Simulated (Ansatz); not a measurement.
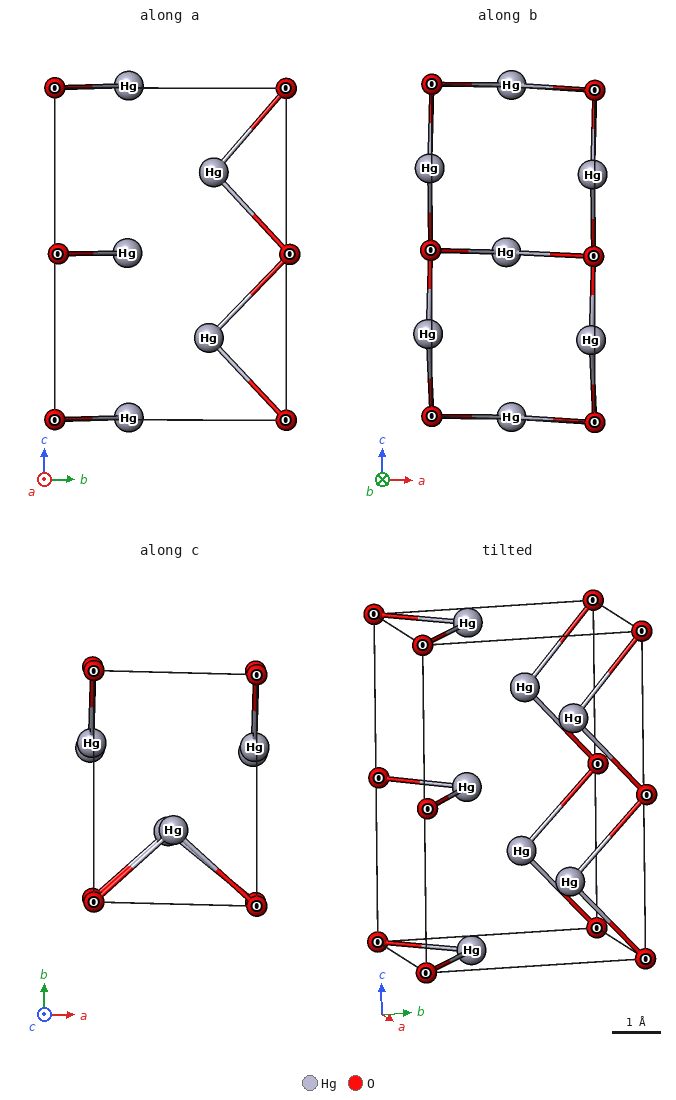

Ball-and-stick drawing of the structure, looking along the a axis, along the b axis, along the c axis and slightly off an axis. The edges of the unit cell are marked.

Lattice parameters: a = 3.424 Å, b = 4.860 Å, c = 6.973 Å, α = 90.11°, β = 92.14°, γ = 91.46°. Put a along x and b in the xy plane.

**Record the structure as a POSCAR file, with free fractional coordinates to two decimals.**

```
Hg O
1.0
     3.424    0.000    0.000
    -0.123    4.858    0.000
    -0.261   -0.020    6.968
Hg O
4 2
Direct
  0.49 0.32 0.01
  0.46 0.31 0.50
  0.99 0.69 0.75
  0.98 0.67 0.25
  0.00 0.00 0.00
  0.99 0.02 0.50
```

Its origin is a structure type filled with these elements by a generator (whether the compound takes this form wasn't checked). Earlier steps of the study may have refined or changed the cell and positions. It was set up as input for a calculation with Ansatz.
